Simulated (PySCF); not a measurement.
Molecule: B(Cl)2(Br), SMILES ClB(Br)Cl (BBrCl2). Atoms near the plane z = 0.0 Å, at the PBE0/def2-SVP optimised geometry (x, y, z in Å): B1 (-0.5, 0.0, 0.0), Cl2 (-1.4, -1.5, 0.0), Cl3 (-1.4, 1.5, 0.0), Br4 (1.4, 0.0, 0.0).

Calculation: PySCF 2.14.0 with PBE0/def2-TZVP. Cells within 0.4 Å of a nucleus heavier than hydrogen are left out (blank, or x). The values are rescaled to run from 0 to 1.

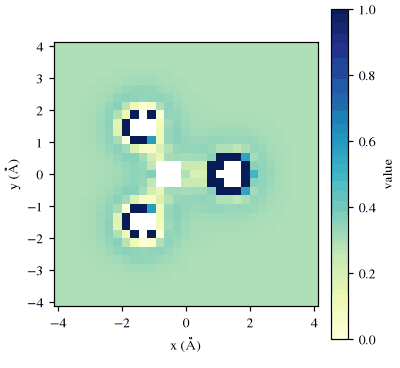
*a field on the plane z = 0.0 Å.*

**Question.** Which quantity is mapped?
(A) electron localisation function
(B) deformation density (molecule minus spherical neutral atoms)
(C) Laplacian of the electron density
(D) electrostatic potential

**Answer.** C, Laplacian of the electron density. In full: Laplacian of the electron density (e/bohr⁵), clipped to [-1.50, 1.50].
